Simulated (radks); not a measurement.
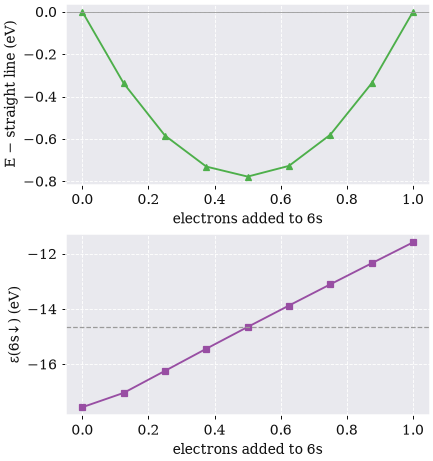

Level of theory: scalar-relativistic Kohn-Sham, PBE, spin-polarised, spherical densities, finite nucleus. Computed with the in-house radial solver radks. The occupation of the 6s shell is varied from Hf²⁺ ([Xe] 4f14 5d1 6s1 (high spin)) to Hf⁺ ([Xe] 4f14 5d1 6s2 (high spin)), with spherical fractional occupations. The plot shows the total energy less the straight line between the end points, and the eigenvalue of 6s↓ (the dashed line is minus the energy to take the whole electron out).

Describe the curve.

The curve is convex (below the straight line), with the largest deviation among the points computed, −0.78 eV, at 0.5. The end points differ by 14.7 eV, the energy to take the electron out. The eigenvalue, which is the slope of the energy (Janak's theorem), moves from −17.6 eV at 0 to −11.6 eV at 1; for a straight line it would stay constant, and a parabola would sag by an eighth of this change, scaled to a whole electron, 0.75 eV. Convexity is the delocalisation error: fractional charges are too low in energy.
